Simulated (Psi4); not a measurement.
# revPBE/6-31G(d) (spherical functions) run of CH7BSi2 (SMILES CB1[SiH2][SiH2]1)

Aim: the energy change on altering one bond length of CH7BSi2 at revPBE/6-31G* (spherical functions), from 2 runs. 

Program for the calculation: Psi4 1.11.

2 further runs of the same task are left out: 2 set aside as unsound or not needed. Runs told in other sessions of the task aren't counted.

## 1. The structure to begin with

CH7BSi2: 11 atoms, total charge 0, spin state singlet. As SMILES, `CB1[SiH2][SiH2]1`. The shape is that of a PBE0-D4/def2-TZVP optimisation.

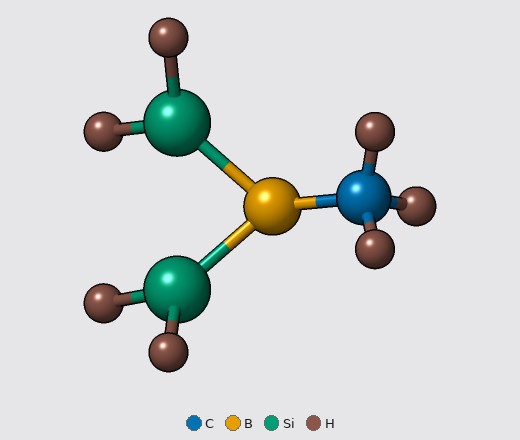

Viewed from a chosen angle; carbon blue, boron amber, silicon teal, hydrogen brown.

## 2. Energy and gradient at revPBE/6-31G(d) (spherical functions)

Input file calc.inp:

```
memory 2200 MB

molecule {
  C     -0.263900     1.793500     0.099500
  B     -0.450600     0.243000    -0.016600
  Si     0.018800    -1.148600     1.199400
  Si     0.210300    -0.982900    -1.318800
  H      0.165600     2.121800     1.048800
  H     -1.271300     2.229100     0.051100
  H      0.301000     2.238000    -0.723000
  H     -0.479200    -2.541300     1.107000
  H      0.876900    -0.975400     2.403900
  H      1.239000    -0.662800    -2.346600
  H     -0.281200    -2.371200    -1.484200
  symmetry c1
  no_reorient
  no_com
}

set basis 6-31G*
set reference rks
set puream true
set e_convergence 1e-09
set d_convergence 1e-08
set scf_type pk
set dft_radial_points 99
set dft_spherical_points 590

energy_value, wavefunction = gradient('revpbe', return_wfn=True)
oeprop(wavefunction, 'DIPOLE', 'MULLIKEN_CHARGES', 'WIBERG_LOWDIN_INDICES', title='REVPBE')
print_variables()
```

On the command line:

```console
$ psi4 -i calc.inp -o calc.out -n 1
```

calc.out:

```text
[...]
  Running in c1 symmetry.
[...]
  Nuclear repulsion =  181.476428428229070
[...]
  Multiplicity = 1
[...]
  Nalpha       = 23
  Nbeta        = 23
[...]
    Number of basis functions: 78
[...]
   @RKS iter   1:  -645.47933862737057   -2.39451e-02   1.02834e-02 ADIIS/DIIS
[...]
   @RKS iter  14:  -645.90138897884378   -1.25056e-12   9.11073e-10 DIIS
[...]
    Orbital Energies [Eh]
    ---------------------
    Doubly Occupied:
       1A    -65.412018     2A    -65.412000     3A     -9.882479
       4A     -6.512718     5A     -5.053081     6A     -5.053060
       7A     -3.460856     8A     -3.460746     9A     -3.457362
      10A     -3.457323    11A     -3.455621    12A     -3.455560
      13A     -0.631970    14A     -0.530797    15A     -0.445462
      16A     -0.385452    17A     -0.356462    18A     -0.355712
      19A     -0.336906    20A     -0.299858    21A     -0.295292
      22A     -0.220015    23A     -0.203254
[...]
  @RKS Final Energy:  -645.90138897884378
   => Energetics <=
    Nuclear Repulsion Energy =            181.4764284282290703
    One-Electron Energy =               -1252.0241923210560344
    Two-Electron Energy =                 478.4134037055401905
    DFT Exchange-Correlation Energy =     -53.7670287915571379
    Empirical Dispersion Energy =           0.0000000000000000
    VV10 Nonlocal Energy =                  0.0000000000000000
    Total Energy =                       -645.9013889788437837
[...]
  -Total Gradient:
     Atom            X                  Y                   Z
    ------   -----------------  -----------------  -----------------
       1       -0.000585027249    -0.000340133666    -0.000113659820
       2        0.004534032628    -0.001570908807     0.000208169531
       3        0.001186087379     0.000769798883    -0.003473669719
       4        0.000603594880     0.000339687164     0.003676659347
       5       -0.003007382518    -0.002800415932    -0.006587620343
       6        0.006834705143    -0.003228279716     0.000312940906
       7       -0.003973173164    -0.003642262972     0.005685433714
       8        0.001436594965     0.005747429424    -0.000682524121
       9       -0.003809036009    -0.000137736629    -0.004727210576
      10       -0.004473663764    -0.000712554901     0.004061544077
      11        0.001262388325     0.005572955039     0.001640461035
[...]
 Multipole Moments:
 ------------------------------------------------------------------------------------
     Multipole            Electronic (a.u.)      Nuclear  (a.u.)        Total (a.u.)
 ------------------------------------------------------------------------------------
 L = 1.  Multiply by 2.5417464519 to convert [e a0] to [Debye]
 Dipole X            :          0.1599609           -0.1477766            0.0121843
 Dipole Y            :         33.8438207          -33.6877697            0.1560510
 Dipole Z            :          2.0906301           -2.0798326            0.0107975
 Magnitude           :                                                    0.1568979
[...]
  Mulliken Charges: (a.u.)
   Center  Symbol    Alpha    Beta     Spin     Total
       1     C     3.31796  3.31796  0.00000 -0.63593
       2     B     2.44982  2.44982  0.00000  0.10036
       3    SI     6.98694  6.98694  0.00000  0.02612
       4    SI     6.98690  6.98690  0.00000  0.02620
       5     H     0.41142  0.41142  0.00000  0.17717
       6     H     0.40827  0.40827  0.00000  0.18346
       7     H     0.41141  0.41141  0.00000  0.17719
       8     H     0.50331  0.50331  0.00000 -0.00661
       9     H     0.51033  0.51033  0.00000 -0.02067
      10     H     0.51033  0.51033  0.00000 -0.02067
      11     H     0.50331  0.50331  0.00000 -0.00662
[...]
```

Wall time 19 s (1 thread of Intel Xeon 6975P-C (Granite Rapids), shared host); peak memory 1.4 GiB.

## 3. The distorted shape, same level

Input file calc.in:

```
memory 2.2 GB

molecule m {
  C     -0.950368     1.654942    -0.864084
  B     -1.137068     0.104442    -0.980184
  Si    -0.667668    -1.287158     0.235816
  Si    -0.476168    -1.121458    -2.282384
  H     -0.520868     1.983242     0.085216
  H     -1.957768     2.090542    -0.912484
  H     -0.385468     2.099442    -1.686584
  H     -1.165668    -2.679858     0.143416
  H      0.876900    -0.975400     2.403900
  H      0.552532    -0.801358    -3.310184
  H     -0.967668    -2.509758    -2.447784
  symmetry c1
}

set globals {
  basis 6-31G*
  puream true
  e_convergence 1e-09
  d_convergence 1e-08
  scf_type pk
  dft_radial_points 99
  dft_spherical_points 590
}

gradient("revpbe")
```

On the command line:

```console
$ psi4 -i calc.in -o calc.out -n 1
```

calc.out, cut to the lines that bear on the results:

```text
[...]
  Running in c1 symmetry.
[...]
  Nuclear repulsion =  178.284466044443974
[...]
  Multiplicity = 1
[...]
  Nalpha       = 23
  Nbeta        = 23
[...]
    Number of basis functions: 78
[...]
   @RKS iter   1:  -645.21413868330490    1.02587e-01   1.12466e-02 DIIS/ADIIS
[...]
   @RKS iter  16:  -645.80017161982482   -6.48015e-12   5.37666e-09 DIIS
[...]
  @RKS Final Energy:  -645.80017161982482
   => Energetics <=
    Nuclear Repulsion Energy =            178.2844660444439739
    One-Electron Energy =               -1244.9526505615308452
    Two-Electron Energy =                 474.4954139570016309
    DFT Exchange-Correlation Energy =     -53.6274010597394053
    Empirical Dispersion Energy =           0.0000000000000000
    VV10 Nonlocal Energy =                  0.0000000000000000
    Total Energy =                       -645.8001716198248232
[...]
 Multipole Moments:
 ------------------------------------------------------------------------------------
     Multipole            Electronic (a.u.)      Nuclear  (a.u.)        Total (a.u.)
 ------------------------------------------------------------------------------------
[...]
  -Total Gradient:
     Atom            X                  Y                   Z
    ------   -----------------  -----------------  -----------------
       1        0.000513510419     0.000207864076     0.001445004147
       2        0.003271841317    -0.008132485752    -0.007448592359
       3       -0.023893031472    -0.007327997152    -0.032970186359
       4       -0.002887587602     0.006359259109     0.002626540927
       5       -0.003244649105    -0.001320980419    -0.006202337192
       6        0.006914865375    -0.003228935138     0.000552884887
       7       -0.004072815156    -0.003677344571     0.005738682127
       8        0.001224070318     0.008557009325    -0.002404403777
       9        0.023443341934     0.005297690100     0.032124480063
      10       -0.002400216156    -0.002145913764     0.004509278151
      11        0.001133311457     0.005410742142     0.002028077232
[...]
```

It took 21 s on 1 thread of Intel Xeon 6975P-C (Granite Rapids), shared host; peak memory 1.4 GiB.

## 4. Outcome

Level: revPBE/6-31G* (spherical functions).

| quantity | value |
| --- | --- |
| first shape: total energy | -645.90139 Eh |
| first shape: dipole moment | 0.40 D |
| first shape: HOMO energy | -5.53 eV |
| first shape: LUMO energy | -2.14 eV |
| first shape: HOMO–LUMO gap | 3.39 eV |
| first shape: largest force on an atom | 0.403 eV/Å |
| distorted shape: total energy | -645.80017 Eh |
| distorted shape: dipole moment | 2.18 D |
| distorted shape: HOMO energy | -5.73 eV |
| distorted shape: LUMO energy | -3.56 eV |
| distorted shape: HOMO–LUMO gap | 2.17 eV |
| distorted shape: largest force on an atom | 2.127 eV/Å |
| energy change with the Si3–H9 bond stretched from 1.489 to 2.680 Å | 2.754 eV |

One bond (distorted shape) is far stretched, which a spin-restricted single reference describes badly; a broken-symmetry solution may lie lower. With the Si3–H9 bond stretched from 1.489 to 2.680 Å the energy rises by 2.75 eV (266 kJ/mol). The first shape isn't relaxed at this level, so the change isn't measured from a minimum. A restricted reference can't describe the breaking bond well at this length. The largest force (first shape) is 0.40 eV/Å: the shape isn't a stationary point for this species at this level. With no_com the log's rotational constants are taken about the origin, not the centre of mass, so they aren't the molecule's.
